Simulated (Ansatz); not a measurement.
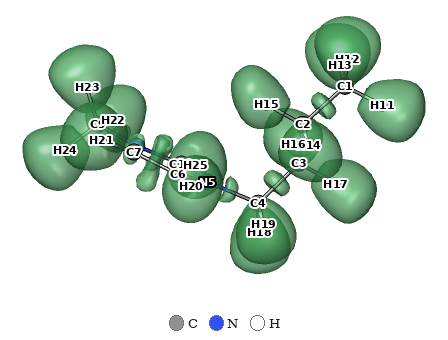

Figure 1: C8H15N2 (SMILES CCCCn1cc[n+](C)c1) (charge +1). Isosurface of the electron localisation function at 0.85 (green), seen at a tilt. Only the valence region is drawn (cores and ρ < 0.01 e/Å³ removed).

Geometry: PBE0-D4/def2-SVP.

Theory: RKS PBE0-D4/def2-TZVP in Ansatz.

```yaml
atoms:
  - { symbol: C, position_ang: [-3.3555, -0.8612, 0.7379] }
  - { symbol: C, position_ang: [-2.2226, 0.0803, 0.3609] }
  - { symbol: C, position_ang: [-1.6600, -0.1990, -1.0263] }
  - { symbol: C, position_ang: [-0.5555, 0.7496, -1.4656] }
  - { symbol: N, position_ang: [0.6347, 0.6744, -0.6084] }
  - { symbol: C, position_ang: [0.9979, 1.5791, 0.3576] }
  - { symbol: C, position_ang: [2.1345, 1.1059, 0.9464] }
  - { symbol: N, position_ang: [2.4401, -0.0823, 0.3276] }
  - { symbol: C, position_ang: [3.5937, -0.9192, 0.6230] }
  - { symbol: C, position_ang: [1.5193, -0.3225, -0.6066] }
  - { symbol: H, position_ang: [-4.1954, -0.7799, 0.0301] }
  - { symbol: H, position_ang: [-3.7445, -0.6352, 1.7414] }
  - { symbol: H, position_ang: [-3.0225, -1.9114, 0.7390] }
  - { symbol: H, position_ang: [-2.5779, 1.1258, 0.4014] }
  - { symbol: H, position_ang: [-1.4168, 0.0036, 1.1139] }
  - { symbol: H, position_ang: [-1.2976, -1.2412, -1.0898] }
  - { symbol: H, position_ang: [-2.4611, -0.1201, -1.7805] }
  - { symbol: H, position_ang: [-0.2332, 0.5469, -2.4974] }
  - { symbol: H, position_ang: [-0.8933, 1.7952, -1.4308] }
  - { symbol: H, position_ang: [0.4262, 2.4837, 0.5517] }
  - { symbol: H, position_ang: [2.7431, 1.5200, 1.7471] }
  - { symbol: H, position_ang: [3.5101, -1.8603, 0.0667] }
  - { symbol: H, position_ang: [3.6213, -1.1401, 1.6981] }
  - { symbol: H, position_ang: [4.5170, -0.4026, 0.3268] }
  - { symbol: H, position_ang: [1.4977, -1.1896, -1.2646] }
```

> Describe the localisation domains.

The ELF exceeds this value in four regions between bonded C–C atoms (shared pairs), six regions between bonded C–N atoms (shared pairs) and 15 regions around hydrogen nuclei. Profiles from the grid: C–N (1.33 Å): the ELF peaks at about 0.90 between the atoms (localised, covalent bonding). C–C (1.36 Å): the ELF peaks at about 0.95 between the atoms, as expected for localised, covalent bonding.
